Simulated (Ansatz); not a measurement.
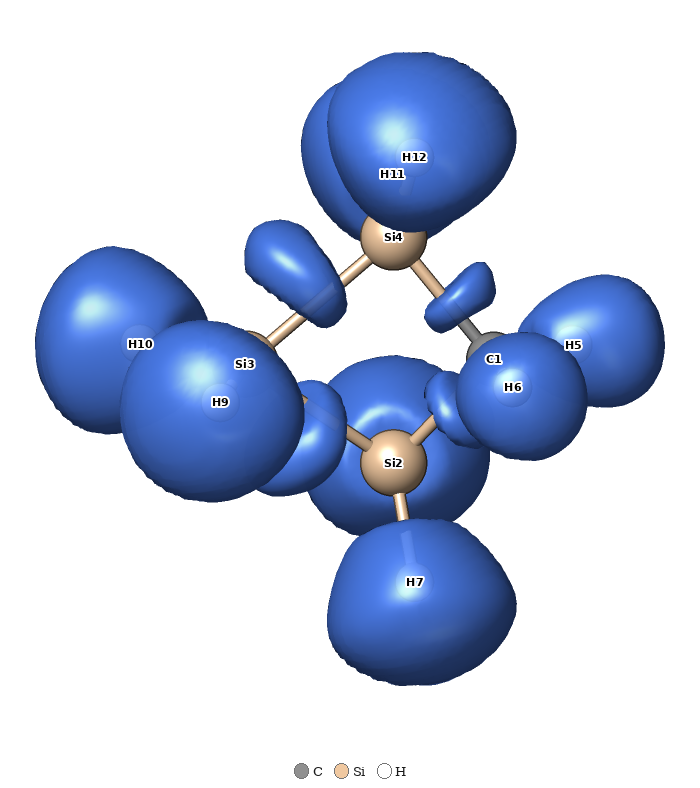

CH8Si3 (SMILES C1[SiH2][SiH2][SiH2]1). Isosurface of the electron localisation function at 0.85 (blue), seen at a tilt. Only the valence region is drawn (cores and ρ < 0.01 e/Å³ removed).

Geometry: PBE0-D3(BJ)/def2-SVP.

All numbers below come from isolated molecule in a Gaussian basis; Kohn-Sham density functional theory, functional PBE0 (Ansatz).

Input

```
crystal:
  periodic: [false, false, false]
  atoms:
    - {symbol: C, position_ang: [-1.467533, 1.503872, -2.489761]}
    - {symbol: Si, position_ang: [0.090005, 2.567899, -2.202819]}
    - {symbol: Si, position_ang: [0.968278, 0.836137, -0.864643]}
    - {symbol: Si, position_ang: [-0.658084, -0.202710, -2.219956]}
    - {symbol: H, position_ang: [-2.010183, 1.656236, -3.434977]}
    - {symbol: H, position_ang: [-2.168607, 1.688021, -1.656411]}
    - {symbol: H, position_ang: [-0.150297, 3.938274, -1.652420]}
    - {symbol: H, position_ang: [0.877473, 2.688944, -3.470094]}
    - {symbol: H, position_ang: [0.527994, 0.946117, 0.562382]}
    - {symbol: H, position_ang: [2.408501, 0.447699, -0.926779]}
    - {symbol: H, position_ang: [-0.034686, -0.689053, -3.491015]}
    - {symbol: H, position_ang: [-1.557138, -1.272127, -1.684553]}
basis:
  gaussian:
    orbitals: def2-TZVPD
hamiltonian:
  xc: {name: PBE0}
output: {forces: true, orbitals: {seedname: orbitals}}
```

Command:

```sh
ansatz run input.yaml --threads 2 --pin off --max-ram 4350MiB --events-out events.jsonl --progress --plain --runs-dir runs
```

Identify the bonds, lone pairs and shells in this picture.

Answer. The ELF exceeds this value in two regions between bonded C–Si atoms (shared pairs), two regions between bonded Si–Si atoms (shared pairs) and eight regions around hydrogen nuclei. Profiles from the grid: C–Si (1.91 Å): the ELF peaks at about 0.95 between the atoms: a shared electron pair. Si–Si (2.36 Å): the ELF peaks at about 0.95 between the atoms; a shared electron pair.
